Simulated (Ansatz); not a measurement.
Results of PBE-D3(BJ) (Ansatz, a quantum-chemistry and plane-wave program, PAW) for fcc Al.

Settings: plane-wave cutoff 520 eV, 24×24×24 k mesh, Fermi–Dirac smearing 0.05 eV, scalar-relativistic PAW data made under PBE.

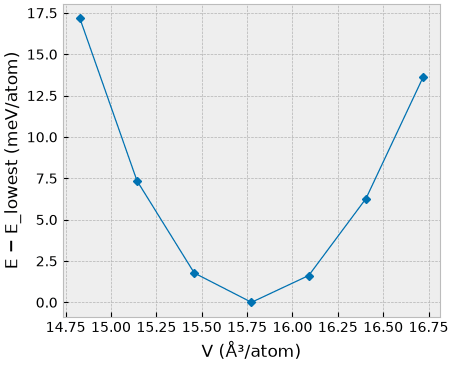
Fig. 1. Total energy against volume

Question: From the curve, estimate the equilibrium volume and the bulk modulus.

Answer: V0 ≈ 15.8 Å³/atom and B0 ≈ 86 GPa; the fit gives V0 = 15.775 Å³/atom, B0 = 86.1 GPa, B′ = 4.7.

Measured, for comparison: bulk modulus 80.8 GPa (corrected for temperature and zero-point phonon effects, our sources range from 77.1 to 82.0; as tabulated in Levämäki et al. (2014), arXiv:1402.3671); equilibrium volume per atom 16.22 Å³/atom (static lattice: zero-point anharmonic expansion removed; as tabulated in Mejia-Rodriguez and Trickey (2018), arXiv:1807.09216). Computed (rounded) less measured: bulk modulus +7 % (+5 % to +12 % over the range), equilibrium volume per atom -2.7 %.

Static lattice: no zero-point or thermal effects.
